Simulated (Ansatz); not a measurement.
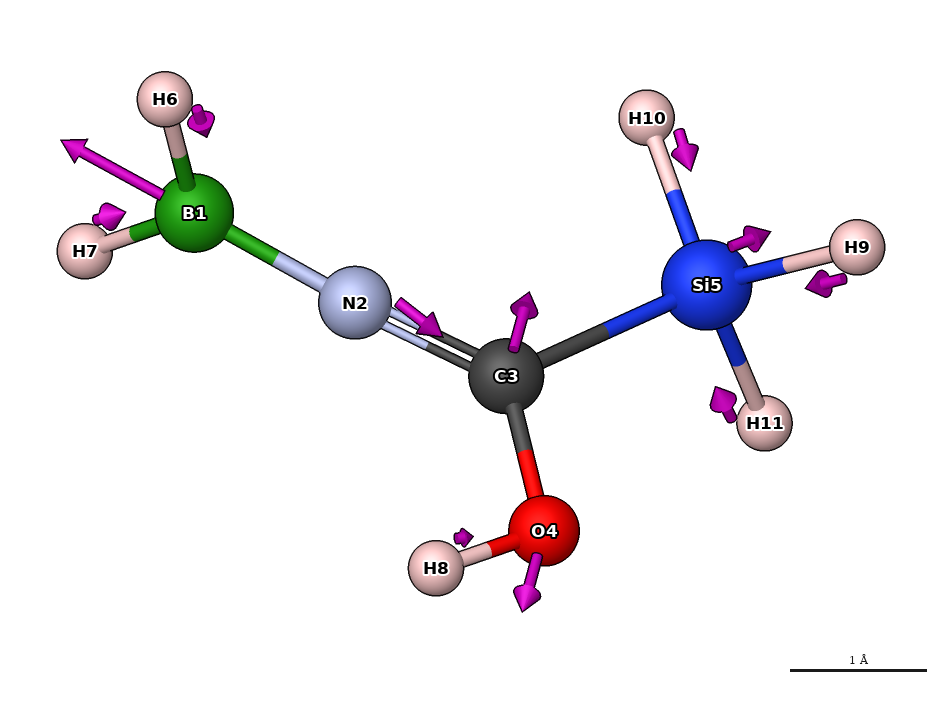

Arrows show the forces on the atoms, 2 Å of arrow for 1 eV/Å; forces under a tenth of the largest aren't drawn. Level of theory: ωB97M-V/def2-TZVPP (Ansatz 0.2.0).

Q: On which atom is the force largest, and how large is it?

A: On B1: 0.43 eV/Å.

Q: Along which bond is the force strongest?

A: B1–N2, now 1.361 Å: the forces push its atoms apart, so a first step downhill lengthens it.

List the force components in the frame of the picture (x right, y up, z towards the viewer), in eV/Å.

| atom | Fx | Fy | Fz |
| --- | --- | --- | --- |
| B1 | −0.38 | 0.21 | 0.00 |
| N2 | 0.17 | −0.13 | 0.03 |
| C3 | 0.06 | 0.22 | −0.17 |
| O4 | −0.06 | −0.21 | 0.16 |
| Si5 | 0.15 | 0.06 | −0.09 |
| H6 | 0.04 | −0.11 | −0.10 |
| H7 | 0.11 | 0.03 | 0.10 |
| H8 | 0.07 | 0.01 | −0.03 |
| H9 | −0.15 | −0.04 | −0.11 |
| H10 | 0.05 | −0.15 | 0.09 |
| H11 | −0.06 | 0.12 | 0.13 |
